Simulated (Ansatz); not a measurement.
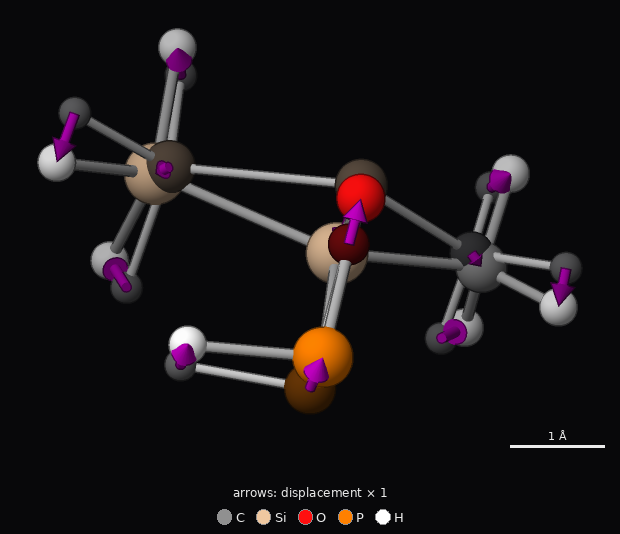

A relaxation of CH7OPSi2. The starting structure is drawn faded, the final one solid; purple arrows show the displacements, at their true length. The two geometries are superimposed by the best rigid fit.

Style: ball-and-stick. Shown from a free direction.

The run prepares an end point of a later path (hydrogen shift) calculation, from a guessed geometry.

Theory: RKS PBE/def2-SVP (Ansatz). Settings: no spin polarisation; force threshold 0.02 eV/Å; at most 50 steps.

**Describe the change and its energy.**

After 15 geometry steps the energy has fallen by 57.0 kcal/mol. Largest force component: 5.2 eV/Å at the start, 0.0076 eV/Å at the end. The largest move after the best rigid fit is that of a Si atom, 0.80 Å. Largest moves by element: Si 0.80 Å, H 0.75 Å, O 0.51 Å, P 0.47 Å, C 0.18 Å. Near-neighbour distances that change, for instance: P–Si 2.640 → 2.210 Å, O–P 1.600 → 1.779 Å, O–Si 1.562 → 1.722 Å, C–H 1.034 → 1.109 Å. Among the angles between lasting bonds that change: Si–O–P 113.2° → 78.2°, C–Si–Si 107.4° → 118.5°, C–Si–O 120.0° → 115.2°. The run took 17 s on 2 threads of AMD EPYC 9R45 96-Core Processor (Zen 5), on a shared host, peak memory 0.26 GiB.
